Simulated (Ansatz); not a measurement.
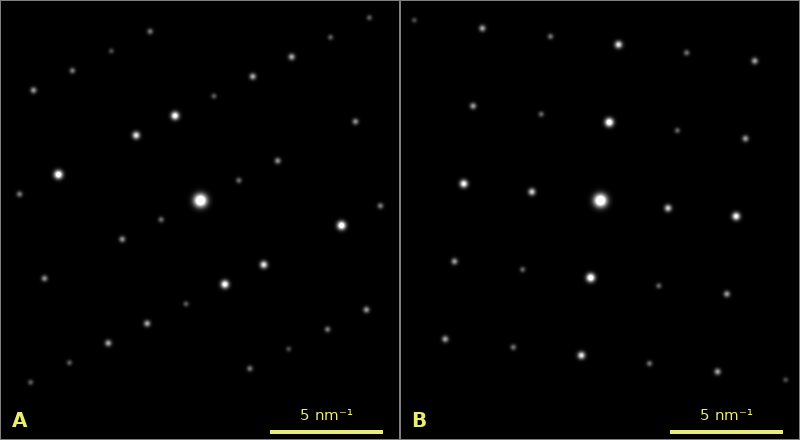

Kinematic electron diffraction patterns (120 kV, B = 0.5 Å², same scale, each along a low-index zone) of two structures of composition Be2B3, each relaxed at zero pressure with Ansatz, DFT PBE, scalar-relativistic, plane waves, PAW.

The structures (standard cells):
1. C2/m (No. 12), a = 10.307 Å, b = 2.976 Å, c = 5.095 Å, β = 97.91°, 20 atoms; generated start, possibly hypothetical
2. Cmmm (No. 65), a = 4.156 Å, b = 6.481 Å, c = 2.840 Å, 10 atoms; generated start, possibly hypothetical

Q: Which pattern belongs to which structure, and along which zone?

A: A is structure 1 along [011] or an equivalent direction: oblique net of 2 0 0 at d = 5.10 Å and 1 1 -1 at d = 2.53 Å, 79.7° apart (some points of this net are extinct or too weak to see). B is structure 2 along [100]: rectangular net of 0 2 0 at d = 3.24 Å and 0 0 1 at d = 2.84 Å, 90.0° apart.

Q: Which structure lies lowest at this level of theory, and by how much?

A: Structure 1 (C2/m, 7.74 Å³ an atom) is the lowest of these; structure 2 (Cmmm, 7.65 Å³ an atom) lies about 240 meV an atom higher. These are static energies at 0 K; other structures, not shown, may lie lower still.
